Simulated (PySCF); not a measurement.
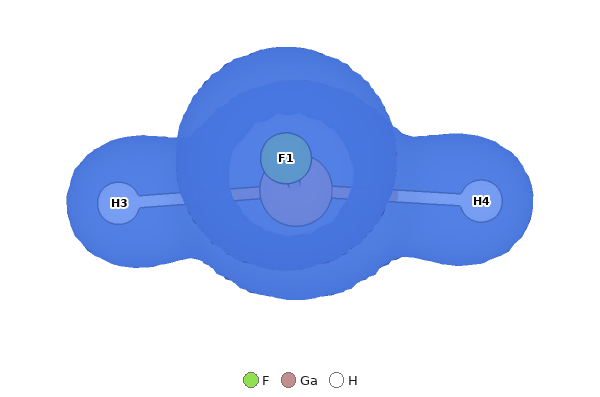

Figure. FGaH2. Isosurface of the total electron density at 0.5 e/Å³ (blue), seen from one side.

Geometry: GFN2-xTB.

Computed with CAM-B3LYP/def2-SVPD, SCF density, gas phase (PySCF).

What does this surface tell about the bonding?

At this value the surface is in one piece. It bridges the sampled Ga–F (1.73 Å) and Ga–H (1.54 Å) contacts, where the density stays above the isovalue. On the grid the lowest density along these lines, outside the cores, is 0.87 e/Å³ (Ga–F, 1.73 Å) and 0.82 e/Å³ (Ga–H, 1.54 Å).
